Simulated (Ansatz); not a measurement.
Amorphous Si24O51Y2

Preparation: random packing, a CHGNet melt and quench, and a DFT relaxation. O atoms were pushed apart under 1.9 Å during the dynamics, to hinder bonds among them. The hot cell started wider than the set density and was brought back towards it in steps. It is the lowest in DFT energy of 2 quenches. It is a model cell: composition and starting density were chosen by hand, and all elements were melted together. No dispersion term was used.

Methods: PBE, scalar-relativistic without spin-orbit coupling (Ansatz, a first-principles code); r2SCAN, scalar-relativistic without spin-orbit coupling (Ansatz); HSE06, scalar-relativistic without spin-orbit coupling (Ansatz). Geometry, pressure, stress and energy are those of the PBE run. Its sampling: a 2×2×2 Γ-centred mesh; Fermi-Dirac width 0.02 eV; no spin polarisation. Other functionals are single points at the zone centre (r2SCAN at 500 eV; exact exchange cut at the cell's faces), free to take moments where seeds were set. At PBE the levels at the filled edge of the gap are localised (band-tail or defect states), and the nearest spread-out levels lie 4.9 eV apart at the zone centre.

```yaml
number_of_atoms_in_the_cell: 77
Density (volume relaxed, without dispersion): 2.45 g/cm³
volume_per_atom: 14.65 Å³
Pressure on a 2×2×2 Γ-centred mesh: 0.00 GPa
Largest force and stress component on that mesh (the relaxation ran on the zone centre alone): 0.03 eV/Å and 0.0 GPa
Level gap on a 2×2×2 Γ-centred mesh (PBE): 4.20 eV
Level gap at the zone centre (PBE): 4.20 eV
Level gap at the zone centre (r2SCAN): 4.73 eV
Level gap at the zone centre (HSE06): 5.85 eV
```

Neighbours within Si-Si 2.60 Å, Si-O 1.96 Å, Si-Y 3.09 Å, O-O 1.58 Å, O-Y 2.82 Å, Y-Y 3.74 Å count as bonded. Two cations that share two anions don't count as bonded, nor two that share one unless they lie closer than Si-Si 2.38 Å, Si-Y 3.01 Å, Y-Y 3.64 Å.

The mean coordination of Si by anions comes out as 4.04 (23 with 4, 1 with 5), the mean coordination of O comes out as 2.08 (47 with 2, 4 with 3) and the mean coordination of Y by anions comes out as 4.50 (1 with 4, 1 with 5). The mean Si-O bond comes out as 1.641 Å (spread 0.036 Å, 97 counted) and the mean O-Y bond is 2.238 Å (spread 0.146 Å, 9 counted).

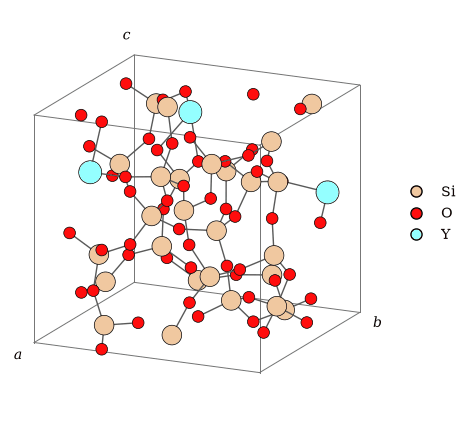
*The relaxed cell*

Its density started from a set value of 2.38 g/cm³. The quench (nominally 400 K/ps over its main leg) was far faster than any real one, so the model tends to hold more defects than a real film. One small periodic cell is one sample of the glass; other quenches scatter about these values. Volume and shape were free in the relaxation.
